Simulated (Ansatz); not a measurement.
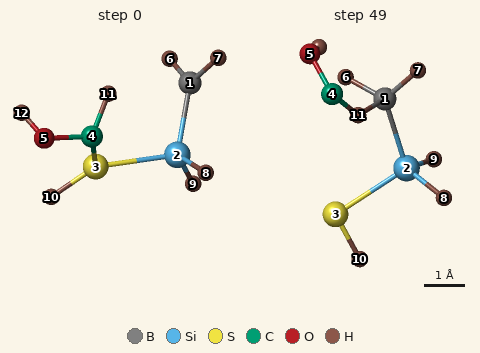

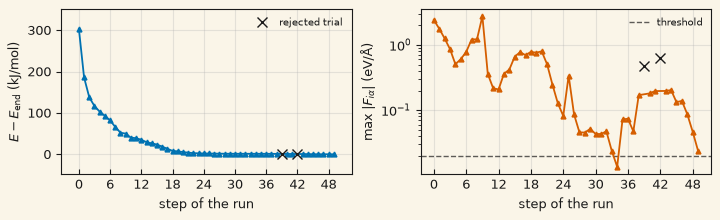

First and last geometry of a relaxation of CH7BOSSi, with the history of the run. A ball-and-stick model, seen at a tilt.

The run prepares an end point of a later path (hydrogen shift) calculation, from a guessed geometry.

Computed with RKS B3LYP/def2-SVP (Ansatz). (no spin polarisation; force threshold 0.02 eV/Å; at most 50 steps)

What do the curves and the structures tell?

Answer. The relaxation stopped without meeting its thresholds, so the last structure isn't shown to be converged. It used up its limit of 50 steps. H10 moves most after the best rigid fit: 2.59 Å. Largest moves by element: H 2.59 Å, O 2.26 Å, B 1.56 Å, S 1.49 Å, C 1.34 Å, Si 0.48 Å. Some distances before and after: S3–C4 1.779 → 4.463 Å, S3–O5 2.645 → 4.988 Å, B1–H11 3.074 → 1.491 Å, B1–Si2 1.895 → 2.016 Å. Bonds break: S3–C4 (1.78 → 4.46 Å). Bond angles that change, for instance: Si2–S3–H10 149.2° → 96.6°, C4–O5–H12 104.3° → 112.9°, Si2–B1–H6 124.8° → 118.0°. Groups turn about C4–O5 by about 55°, Si2–S3 by about 45°. After 47 accepted moves (49 points after the start) the energy has fallen by 303.3 kJ/mol. Largest force component: 2.4 eV/Å at the start, 0.024 eV/Å at the end. The line search rejected the trial steps at points 39, 42 of the run. The forces were under the threshold at step 34, but the run went on from there.
